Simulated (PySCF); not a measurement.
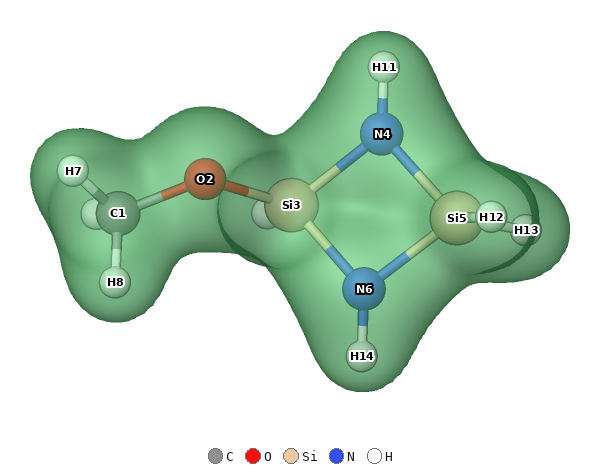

*CH8N2OSi2 (SMILES CO[SiH]1N[SiH2]N1). Isosurface of the total electron density at 0.2 e/Å³ (green), seen at a tilt.*

Geometry: GFN2-xTB, coordinate held.

All numbers below come from PBE0/pcSseg-1, SCF density, gas phase, non-relativistic in PySCF 2.14.0.

Input file:

```
{"job": {"kind": "nmr", "xc": "PBE0", "basis": "pcSseg-1", "every": 1, "pop": false}, "charge": 0, "multiplicity": 1}
C      2.600959     0.451835    -0.027925
O      1.308713     0.505363     0.487822
Si     0.086528    -0.485330     0.130349
N     -1.260398    -0.243220     1.189508
Si    -2.407689     0.104371    -0.060997
N     -1.027332    -0.015847    -1.117096
H      3.239650     1.087080     0.587169
H      2.620466     0.814518    -1.058443
H      2.987810    -0.570321    -0.013243
H      0.533616    -1.873451     0.039263
H     -1.294606    -0.092785     2.178504
H     -3.003298     1.434763    -0.069098
H     -3.363574    -0.988263    -0.210261
H     -0.991461    -0.136218    -2.112176
```

Run with:

```sh
OMP_NUM_THREADS=1 python ens_run.py task.json out
```

Question: How is the density connected at this value?

Answer: At this value the surface is in one piece. It bridges the sampled C–O (1.39 Å), Si–O (1.61 Å), Si–N (1.73 Å) and N–H (1.00 Å) contacts, where the density stays above the isovalue. On the grid the lowest density along these lines, outside the cores, is 1.8 e/Å³ (C–O, 1.39 Å), 1 e/Å³ (Si–O, 1.61 Å), 0.91 e/Å³ (Si–N, 1.73 Å) and 2.3 e/Å³ (N–H, 1.00 Å).
